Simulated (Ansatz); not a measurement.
# B3LYP/6-31G(d) (spherical functions) run of C3H6F2 (1,3-difluoropropane)

Aim: the electronic atomisation energy of C3H6F2 (1,3-difluoropropane) at B3LYP/6-31G* (spherical functions), from 4 runs. 

The calculation is run with Ansatz 0.2.0.

49 further runs of the same task are left out: 49 set aside as unsound or not needed.

## Step 1: The structure to begin with

The species is C3H6F2 (11 atoms), meant as a singlet with charge 0. SMILES: `FCCCF`. The coordinates come from a PBE0-D4/def2-TZVP relaxation. This is one conformer, not always the lowest.

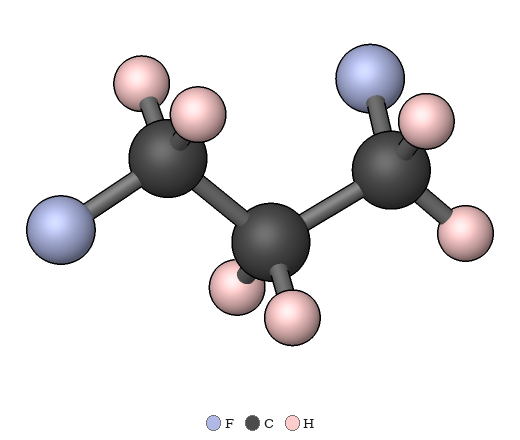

Viewed from a chosen angle; fluorine light blue, carbon dark grey, hydrogen pink.

## Step 2: The energy at B3LYP/6-31G(d) (spherical functions)

File input.yaml:

```yaml
crystal:
  periodic: [false, false, false]
  atoms:
    - {symbol: F, position_ang: [-1.964400, 1.432700, -0.107100]}
    - {symbol: C, position_ang: [-0.715300, 1.000700, 0.300600]}
    - {symbol: C, position_ang: [-0.375000, -0.298800, -0.387800]}
    - {symbol: C, position_ang: [0.967500, -0.838200, 0.034700]}
    - {symbol: F, position_ang: [1.975600, 0.040200, -0.331200]}
    - {symbol: H, position_ang: [-0.744500, 0.875300, 1.388600]}
    - {symbol: H, position_ang: [0.008000, 1.781800, 0.054100]}
    - {symbol: H, position_ang: [-0.388200, -0.154300, -1.471600]}
    - {symbol: H, position_ang: [-1.138100, -1.046200, -0.147100]}
    - {symbol: H, position_ang: [1.026200, -0.968100, 1.120800]}
    - {symbol: H, position_ang: [1.173400, -1.798000, -0.445900]}
basis:
  gaussian:
    orbitals: 6-31G_st_-spherical.json
hamiltonian:
  xc: {name: B3LYP}
accuracy: high
output: {orbitals: {seedname: orbitals}}
```

The basis set 6-31G* is read from a file made from the Basis Set Exchange's data (not shown).

Started as:

```sh
ansatz run input.yaml --threads 1 --pin off --max-ram 3480MiB --events-out events.jsonl --progress --plain --runs-dir runs
```

What it wrote:

```text
Warning: RAYON_NUM_THREADS=1 ignored (pool sized by the plan → 1); use --threads N
Functional definition: B3LYP
  name "B3LYP"
  parameter a0 = 0.2
  parameter ax = 0.72
  parameter ac = 0.81
  exchange = (1 - a0 - ax)*slater_x + ax*b88_x + a0*exact_x
  correlation = (1 - ac)*vwn_rpa_c + ac*lyp_c
2023 factors; integrals over basis functions are off by at most 3.8e-9 eV
mean field evaluation 1: about -8638.2077 eV, gradient 4.1e1 eV
mean field evaluation 2: about -8638.0721 eV, gradient 4.2e1 eV
mean field evaluation 4: about -8641.8499 eV, gradient 1.1e0 eV
mean field evaluation 8: about -8642.0905 eV, gradient 2.5e-1 eV
mean field evaluation 16: about -8642.0906 eV, gradient 1.9e-5 eV
mean field -8642.09058463 eV, -317.5909711656 hartree, gradient 1.3e-8 eV, S^2 0.000000; 0 other end points of the search recorded, 0 dependent functions left out
reference -8642.09061588 eV, -317.5909723142 hartree; 21, 21 occupied and 61, 61 virtual orbitals, 2023 factors
Total energy: -8642.09061588 eV, -317.5909723142 hartree
```

It took 8.1 s on 1 thread of Arm Neoverse V1, shared host; peak memory 0.28 GiB.

## Step 3: The C atom

File input.yaml:

```yaml
crystal:
  periodic: [false, false, false]
  atoms:
    - symbol: C
      position_ang: [0.000000, 0.000000, 0.000000]
basis:
  gaussian:
    orbitals: 6-31G_st_-spherical.json
magnetization:
  spin_polarized: true
  initial_magnetization: 2
hamiltonian:
  xc: {name: B3LYP}
accuracy: high
```

The basis set 6-31G* is read from a file made from the Basis Set Exchange's data (not shown).

Run the same way, it converges to -37.84469 Eh (log not shown).

## Step 4: The F atom, same level

File run.yaml:

```yaml
crystal:
  periodic: [false, false, false]
  atoms:
    - {symbol: F, position_ang: [0.000000, 0.000000, 0.000000]}
basis:
  gaussian: {orbitals: 6-31G_st_-spherical.json}
total_charge: 0
magnetization: {spin_polarized: true, initial_magnetization: 1}
hamiltonian: {xc: {name: B3LYP}}
accuracy: high
```

The basis set 6-31G* is read from a file made from the Basis Set Exchange's data (not shown).

Run the same way, it converges to -99.71458 Eh (log not shown).

## Step 5: The H atom, same level

File run.yaml:

```yaml
crystal:
  periodic: [false, false, false]
  atoms:
    - {symbol: H, position_ang: [0.000000, 0.000000, 0.000000]}
basis:
  gaussian:
    orbitals: "6-31G*"
magnetization:
  spin_polarized: true
  initial_magnetization: 1
hamiltonian:
  xc: {name: B3LYP}
accuracy: high
```

Run the same way, it converges to -0.50027 Eh (log not shown).

## Step 6: What came out

At B3LYP/6-31G* (spherical functions):

```
                     quantity          value
       molecule: total energy  -317.59097 Eh
        molecule: HOMO energy       -8.65 eV
        molecule: LUMO energy        2.31 eV
      molecule: HOMO–LUMO gap       10.97 eV
         C atom: total energy   -37.84469 Eh
                 C atom: ⟨S²⟩          2.002
         F atom: total energy   -99.71458 Eh
                 F atom: ⟨S²⟩          0.751
         H atom: total energy    -0.50027 Eh
                 H atom: ⟨S²⟩          0.750
electronic atomisation energy      44.248 eV
```

In words: Taking the molecule apart into free atoms costs 44.25 eV (1020 kcal/mol), before zero-point energy and without spin-orbit coupling.
